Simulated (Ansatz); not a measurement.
## Nudged elastic band, with input and output: C$_{2}$HClFI (part 1 of 2)

- system: C$_{2}$HClFI
- method: RKS r2SCAN-D4/def2-SVP (Ansatz 0.2.0)

The run did not end well. One setting was made poor on purpose. It belongs to a series of runs on one base structure; here: band between the two ends.

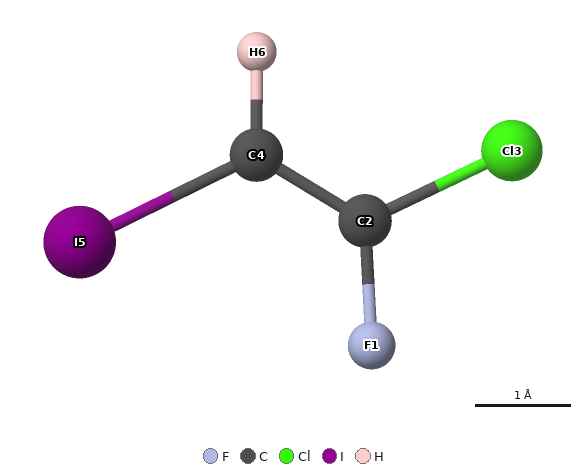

Fig. 1: The input geometry (ball-and-stick view, seen on its broad side; atoms are numbered from 1 in the order of the input).

### What the run reported

| quantity | value |
| --- | --- |
| outcome | not converged |
| barrier, forward (band not converged) | 2.807 eV |
| barrier, backward | 2.764 eV |
| hardware | 2 threads of Intel Xeon (Sapphire Rapids), 16 GiB of memory available, shared host |
| wall time | 12 min (CPU time 23 min) |
| peak memory | 0.22 GiB |

### Diagnosis

The run did not converge: “NEB band did not converge after 60 iterations: max|band force component| = 7.80e-2 eV/Å (threshold 5.0e-2); raise `neb.max_iterations` in a new run, which can start from the last band evaluated (`neb.initial_path`, with `crystal.atoms` and `neb.final_atoms` set to its first and last images), add images, or start from endpoints closer to local minima …” Its last values are not results. A deliberately poor setting: straight start.

### Input file
```yaml
crystal:
  periodic: [false, false, false]
  atoms:
    - { symbol: F, position_ang: [-1.627892, -0.060652, 0.569501] }
    - { symbol: C, position_ang: [-0.318736, -0.221069, 0.541784] }
    - { symbol: Cl, position_ang: [0.295487, -0.961848, 1.97069] }
    - { symbol: C, position_ang: [0.46019, 0.147475, -0.480121] }
    - { symbol: I, position_ang: [-0.305047, 1.041895, -2.200164] }
    - { symbol: H, position_ang: [1.538099, -0.009801, -0.44789] }
basis:
  gaussian: { orbitals: def2-SVP }
hamiltonian:
  xc: r2scan
  dispersion: d4
neb:
  order_check: false
  images: 5
  f_tol: 0.05
  max_iterations: 60
  initial_path: linear
  final_atoms:
    - { symbol: F, position_ang: [0.58265543, -0.82563583, 1.57983635] }
    - { symbol: C, position_ang: [-0.14229196, -0.27754406, 0.61263595] }
    - { symbol: Cl, position_ang: [-1.81246487, -0.22298945, 0.99040814] }
    - { symbol: C, position_ang: [0.44032407, 0.16246583, -0.50951656] }
    - { symbol: I, position_ang: [-0.54922844, 1.03932813, -2.11029225] }
    - { symbol: H, position_ang: [1.52310677, 0.06037538, -0.60927163] }
```

Run as:
```bash
ansatz run input.yaml --threads 2 --pin off --max-ram 3072MiB --backend cpu --events-out ev --progress --plain --runs-dir out
```

### What the program printed
```
Engine: ansatz 0.2.0, x86_64-unknown-linux-gnu
Functional definition: r2SCAN
  parameter k0 = 0.174
  parameter k1 = 0.065
  parameter a1 = 4.9479
  exchange = r2scan_x(k0 = k0, k1 = k1, a1 = a1)
  correlation = r2scan_c
1033 factors; their error is unknown
mean field evaluation 1: about -25417.2656 eV, gradient 4.3e1 eV
mean field evaluation 2: about -25406.1956 eV, gradient 7.1e1 eV
mean field evaluation 4: about -25421.8284 eV, gradient 6.6e0 eV
mean field evaluation 8: about -25421.9286 eV, gradient 1.4e-1 eV
mean field evaluation 16: about -25421.8816 eV, gradient 1.2e-4 eV
mean field -25421.88157893 eV, -934.2369164554 hartree, gradient 2.1e-5 eV, S^2 0.000000; 0 other end points of the search recorded, 0 dependent functions left out
the calculation of the forces begins
reference -25421.88158527 eV, -934.2369166885 hartree; 32, 32 occupied and 59, 59 virtual orbitals, 1033 factors
1033 factors; their error is unknown
mean field evaluation 32: about -25421.8380 eV, gradient 2.4e-3 eV
mean field -25421.83804154 eV, -934.2353164859 hartree, gradient 2.1e-5 eV, S^2 0.000000; 0 other end points of the search recorded, 0 dependent functions left out
[... from here on the field's lines of each further geometry are left out, up to the last ...]
NEB iter   1: max|band force component| = 1.617e0 eV/Å  barrier→ = 3.0947 eV  barrier← = 3.0518 eV  Δτ_max = 0.1933 Å  (268 SCF iters)
NEB iter   2: max|band force component| = 1.424e0 eV/Å  barrier→ = 2.8322 eV  barrier← = 2.7893 eV  Δτ_max = 0.0954 Å  (208 SCF iters)
NEB iter   3: max|band force component| = 1.286e0 eV/Å  barrier→ = 2.8083 eV  barrier← = 2.7655 eV  CI = image 3  Δτ_max = 0.1714 Å  (167 SCF iters)
NEB iter   4: max|band force component| = 1.258e0 eV/Å  barrier→ = 2.8657 eV  barrier← = 2.8229 eV  CI = image 3  Δτ_max = 0.1211 Å  (189 SCF iters)
NEB iter   5: max|band force component| = 1.061e0 eV/Å  barrier→ = 3.0134 eV  barrier← = 2.9706 eV  CI = image 3  Δτ_max = 0.1153 Å  (168 SCF iters)
NEB iter   6: max|band force component| = 1.207e0 eV/Å  barrier→ = 2.7631 eV  barrier← = 2.7203 eV  CI = image 3  Δτ_max = 0.0593 Å  (181 SCF iters)
NEB iter   7: max|band force component| = 1.110e0 eV/Å  barrier→ = 2.8813 eV  barrier← = 2.8384 eV  CI = image 3  Δτ_max = 0.0581 Å  (169 SCF iters)
NEB iter   8: max|band force component| = 1.164e0 eV/Å  barrier→ = 3.0318 eV  barrier← = 2.9889 eV  CI = image 3  Δτ_max = 0.0585 Å  (168 SCF iters)
NEB iter   9: max|band force component| = 1.564e0 eV/Å  barrier→ = 3.1516 eV  barrier← = 3.1088 eV  CI = image 3  Δτ_max = 0.0582 Å  (192 SCF iters)
NEB iter  10: max|band force component| = 1.106e0 eV/Å  barrier→ = 2.8034 eV  barrier← = 2.7605 eV  CI = image 3  Δτ_max = 0.0294 Å  (179 SCF iters)
NEB iter  11: max|band force component| = 1.104e0 eV/Å  barrier→ = 2.8294 eV  barrier← = 2.7866 eV  CI = image 3  Δτ_max = 0.0292 Å  (168 SCF iters)
NEB iter  12: max|band force component| = 1.075e0 eV/Å  barrier→ = 2.9296 eV  barrier← = 2.8868 eV  CI = image 3  Δτ_max = 0.0291 Å  (168 SCF iters)
NEB iter  13: max|band force component| = 9.557e-1 eV/Å  barrier→ = 3.0059 eV  barrier← = 2.9630 eV  CI = image 3  Δτ_max = 0.0293 Å  (172 SCF iters)
NEB iter  14: max|band force component| = 1.642e0 eV/Å  barrier→ = 3.0813 eV  barrier← = 3.0385 eV  CI = image 3  Δτ_max = 0.0294 Å  (183 SCF iters)
NEB iter  15: max|band force component| = 1.088e0 eV/Å  barrier→ = 2.9469 eV  barrier← = 2.9041 eV  CI = image 3  Δτ_max = 0.0147 Å  (193 SCF iters)
NEB iter  16: max|band force component| = 1.113e0 eV/Å  barrier→ = 2.9410 eV  barrier← = 2.8982 eV  CI = image 3  Δτ_max = 0.0291 Å  (169 SCF iters)
NEB iter  17: max|band force component| = 1.129e0 eV/Å  barrier→ = 2.9556 eV  barrier← = 2.9127 eV  CI = image 3  Δτ_max = 0.0296 Å  (169 SCF iters)
NEB iter  18: max|band force component| = 1.132e0 eV/Å  barrier→ = 2.9731 eV  barrier← = 2.9302 eV  CI = image 3  Δτ_max = 0.0154 Å  (168 SCF iters)
NEB iter  19: max|band force component| = 1.175e0 eV/Å  barrier→ = 3.0127 eV  barrier← = 2.9699 eV  CI = image 3  Δτ_max = 0.0077 Å  (165 SCF iters)
NEB iter  20: max|band force component| = 1.147e0 eV/Å  barrier→ = 3.0174 eV  barrier← = 2.9746 eV  CI = image 3  Δτ_max = 0.0153 Å  (157 SCF iters)
NEB iter  21: max|band force component| = 1.260e0 eV/Å  barrier→ = 3.0535 eV  barrier← = 3.0107 eV  CI = image 3  Δτ_max = 0.0309 Å  (176 SCF iters)
NEB iter  22: max|band force component| = 9.522e-1 eV/Å  barrier→ = 2.9706 eV  barrier← = 2.9278 eV  CI = image 3  Δτ_max = 0.0153 Å  (199 SCF iters)
NEB iter  23: max|band force component| = 9.675e-1 eV/Å  barrier→ = 2.9668 eV  barrier← = 2.9239 eV  CI = image 3  Δτ_max = 0.0273 Å  (173 SCF iters)
NEB iter  24: max|band force component| = 9.272e-1 eV/Å  barrier→ = 2.9686 eV  barrier← = 2.9257 eV  CI = image 3  Δτ_max = 0.0303 Å  (169 SCF iters)
NEB iter  25: max|band force component| = 1.082e0 eV/Å  barrier→ = 2.9889 eV  barrier← = 2.9460 eV  CI = image 3  Δτ_max = 0.0308 Å  (171 SCF iters)
NEB iter  26: max|band force component| = 1.698e0 eV/Å  barrier→ = 3.0731 eV  barrier← = 3.0303 eV  CI = image 3  Δτ_max = 0.0154 Å  (177 SCF iters)
NEB iter  27: max|band force component| = 1.227e0 eV/Å  barrier→ = 2.9218 eV  barrier← = 2.8789 eV  CI = image 3  Δτ_max = 0.0077 Å  (188 SCF iters)
NEB iter  28: max|band force component| = 1.237e0 eV/Å  barrier→ = 2.9260 eV  barrier← = 2.8831 eV  CI = image 3  Δτ_max = 0.0154 Å  (146 SCF iters)
NEB iter  29: max|band force component| = 1.245e0 eV/Å  barrier→ = 2.9292 eV  barrier← = 2.8864 eV  CI = image 3  Δτ_max = 0.0308 Å  (159 SCF iters)
NEB iter  30: max|band force component| = 1.216e0 eV/Å  barrier→ = 2.9465 eV  barrier← = 2.9037 eV  CI = image 3  Δτ_max = 0.0307 Å  (171 SCF iters)
NEB iter  31: max|band force component| = 1.242e0 eV/Å  barrier→ = 2.9498 eV  barrier← = 2.9070 eV  CI = image 3  Δτ_max = 0.0147 Å  (172 SCF iters)
NEB iter  32: max|band force component| = 1.191e0 eV/Å  barrier→ = 2.9780 eV  barrier← = 2.9352 eV  CI = image 3  Δτ_max = 0.0613 Å  (173 SCF iters)
NEB iter  33: max|band force component| = 1.153e0 eV/Å  barrier→ = 2.9039 eV  barrier← = 2.8611 eV  CI = image 3  Δτ_max = 0.0309 Å  (190 SCF iters)
NEB iter  34: max|band force component| = 1.033e0 eV/Å  barrier→ = 2.9552 eV  barrier← = 2.9124 eV  CI = image 3  Δτ_max = 0.0304 Å  (170 SCF iters)
NEB iter  35: max|band force component| = 1.067e0 eV/Å  barrier→ = 3.0024 eV  barrier← = 2.9595 eV  CI = image 3  Δτ_max = 0.0154 Å  (167 SCF iters)
NEB iter  36: max|band force component| = 1.201e0 eV/Å  barrier→ = 3.0224 eV  barrier← = 2.9795 eV  CI = image 3  Δτ_max = 0.0308 Å  (173 SCF iters)
NEB iter  37: max|band force component| = 1.123e0 eV/Å  barrier→ = 2.9241 eV  barrier← = 2.8813 eV  CI = image 3  Δτ_max = 0.0154 Å  (194 SCF iters)
NEB iter  38: max|band force component| = 1.109e0 eV/Å  barrier→ = 2.9391 eV  barrier← = 2.8963 eV  CI = image 3  Δτ_max = 0.0303 Å  (176 SCF iters)
NEB iter  39: max|band force component| = 1.127e0 eV/Å  barrier→ = 2.9549 eV  barrier← = 2.9120 eV  CI = image 3  Δτ_max = 0.0154 Å  (166 SCF iters)
NEB iter  40: max|band force component| = 1.131e0 eV/Å  barrier→ = 2.9794 eV  barrier← = 2.9366 eV  CI = image 3  Δτ_max = 0.0153 Å  (173 SCF iters)
NEB iter  41: max|band force component| = 1.130e0 eV/Å  barrier→ = 2.9921 eV  barrier← = 2.9493 eV  CI = image 3  Δτ_max = 0.0153 Å  (173 SCF iters)
NEB iter  42: max|band force component| = 1.274e0 eV/Å  barrier→ = 3.0374 eV  barrier← = 2.9946 eV  CI = image 3  Δτ_max = 0.0077 Å  (175 SCF iters)
NEB iter  43: max|band force component| = 1.572e0 eV/Å  barrier→ = 3.0552 eV  barrier← = 3.0124 eV  CI = image 3  Δτ_max = 0.0154 Å  (186 SCF iters)
NEB iter  44: max|band force component| = 9.105e-1 eV/Å  barrier→ = 2.9691 eV  barrier← = 2.9263 eV  CI = image 3  Δτ_max = 0.0155 Å  (191 SCF iters)
NEB iter  45: max|band force component| = 9.131e-1 eV/Å  barrier→ = 2.9577 eV  barrier← = 2.9149 eV  CI = image 3  Δτ_max = 0.0153 Å  (175 SCF iters)
NEB iter  46: max|band force component| = 8.859e-1 eV/Å  barrier→ = 2.9501 eV  barrier← = 2.9073 eV  CI = image 3  Δτ_max = 0.0154 Å  (174 SCF iters)
NEB iter  47: max|band force component| = 8.842e-1 eV/Å  barrier→ = 2.9535 eV  barrier← = 2.9106 eV  CI = image 3  Δτ_max = 0.0154 Å  (176 SCF iters)
NEB iter  48: max|band force component| = 8.535e-1 eV/Å  barrier→ = 2.9528 eV  barrier← = 2.9100 eV  CI = image 3  Δτ_max = 0.0228 Å  (165 SCF iters)
NEB iter  49: max|band force component| = 1.069e0 eV/Å  barrier→ = 2.9792 eV  barrier← = 2.9364 eV  CI = image 3  Δτ_max = 0.0116 Å  (172 SCF iters)
NEB iter  50: max|band force component| = 1.114e0 eV/Å  barrier→ = 2.9801 eV  barrier← = 2.9373 eV  CI = image 3  Δτ_max = 0.0232 Å  (165 SCF iters)
NEB iter  51: max|band force component| = 9.334e-1 eV/Å  barrier→ = 2.9534 eV  barrier← = 2.9105 eV  CI = image 3  Δτ_max = 0.0465 Å  (172 SCF iters)
NEB iter  52: max|band force component| = 6.954e-1 eV/Å  barrier→ = 2.8978 eV  barrier← = 2.8550 eV  CI = image 3  Δτ_max = 0.0879 Å  (167 SCF iters)
NEB iter  53: max|band force component| = 4.035e-1 eV/Å  barrier→ = 2.8249 eV  barrier← = 2.7821 eV  CI = image 3  Δτ_max = 0.1053 Å  (164 SCF iters)
NEB iter  54: max|band force component| = 9.324e-1 eV/Å  barrier→ = 2.8175 eV  barrier← = 2.7747 eV  CI = image 3  Δτ_max = 0.0441 Å  (167 SCF iters)
NEB iter  55: max|band force component| = 6.035e-1 eV/Å  barrier→ = 2.8143 eV  barrier← = 2.7715 eV  CI = image 3  Δτ_max = 0.0520 Å  (164 SCF iters)
NEB iter  56: max|band force component| = 2.983e-1 eV/Å  barrier→ = 2.8151 eV  barrier← = 2.7723 eV  CI = image 3  Δτ_max = 0.0299 Å  (163 SCF iters)
NEB iter  57: max|band force component| = 2.168e-1 eV/Å  barrier→ = 2.8099 eV  barrier← = 2.7671 eV  CI = image 3  Δτ_max = 0.0193 Å  (165 SCF iters)
NEB iter  58: max|band force component| = 2.970e-1 eV/Å  barrier→ = 2.8079 eV  barrier← = 2.7651 eV  CI = image 3  Δτ_max = 0.0046 Å  (170 SCF iters)
NEB iter  59: max|band force component| = 1.881e-1 eV/Å  barrier→ = 2.8072 eV  barrier← = 2.7643 eV  CI = image 3  Δτ_max = 0.0026 Å  (125 SCF iters)
the calculation of the forces begins
reference -25420.19913938 eV, -934.1750879426 hartree; 32, 32 occupied and 59, 59 virtual orbitals, 1033 factors
these checks for a lower state are left out or cut short: starts, cluster_reference, orbital_swaps, neighbouring_geometries, increment
1033 factors; their error is unknown
mean field -25421.41869706 eV, -934.2199058605 hartree, gradient 3.8e-5 eV, S^2 0.000000; 0 other end points of the search recorded, 0 dependent functions left out
the calculation of the forces begins
reference -25421.41870323 eV, -934.2199060873 hartree; 32, 32 occupied and 59, 59 virtual orbitals, 1033 factors
NEB iter  60: max|band force component| = 7.799e-2 eV/Å  barrier→ = 2.8067 eV  barrier← = 2.7639 eV  CI = image 3  Δτ_max = 0.0048 Å  (126 SCF iters)
```
